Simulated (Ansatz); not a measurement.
CH5NOSi (SMILES N=C(O)[SiH3])

The calculation's input:

```
crystal:
  periodic: [false, false, false]
  atoms:
    - {symbol: N, position_ang: [0.551205, 1.216412, -1.085435]}
    - {symbol: C, position_ang: [0.457253, 0.489156, -0.054702]}
    - {symbol: O, position_ang: [1.285905, 0.703265, 0.985042]}
    - {symbol: Si, position_ang: [-0.752500, -0.944990, 0.251778]}
    - {symbol: H, position_ang: [-0.125657, 0.956090, -1.795603]}
    - {symbol: H, position_ang: [1.859618, 1.445138, 0.735391]}
    - {symbol: H, position_ang: [-1.602204, -1.052761, -0.960222]}
    - {symbol: H, position_ang: [0.002638, -2.204001, 0.464106]}
    - {symbol: H, position_ang: [-1.587758, -0.654510, 1.442645]}
basis:
  gaussian: {orbitals: def2-TZVPP}
hamiltonian: {xc: pbe0, dispersion: d4}
output: {orbitals: {seedname: orbitals}}
```

Command:

```sh
ansatz run in.yaml --threads 2 --pin off --events-out ev --progress --plain --max-ram 4352MiB
```

Geometry: PBE0-D4/def2-TZVP.

Level of theory: Ansatz 0.2.0, RKS PBE0-D4/def2-TZVPP.

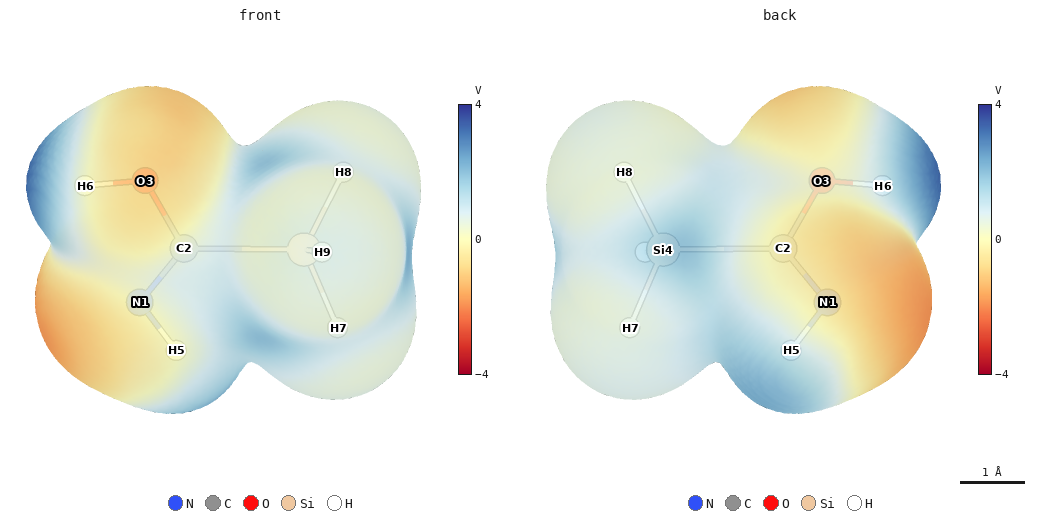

Figure 1. The molecular electrostatic potential painted on the density surface at 0.004 e/bohr³, seen from the front and from behind; the colour scale runs from red (negative) to blue (positive).

### Which sites attract a positive test charge, and which a negative one?

A positive charge is drawn to the negative regions and a negative charge to the positive ones. The most negative region (about −1.8 V) lies over N1, the most positive (about +3.2 V) over H6. N1 is the likeliest acceptor of a hydrogen bond.

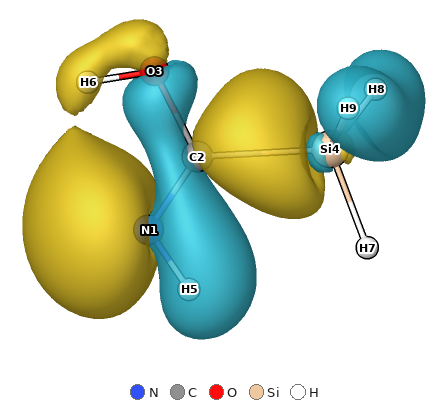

Figure 2. The HOMO at ±0.08 Å⁻³ᐟ² (yellow and cyan are the two phases), seen at a tilt.

### Where does this orbital lie, and at what energy?

By Hirshfeld shares it lies mainly on N1 (about 60 %), C2 (about 15 %) and Si4 (about 10 %). Its energy is −7.87 eV.
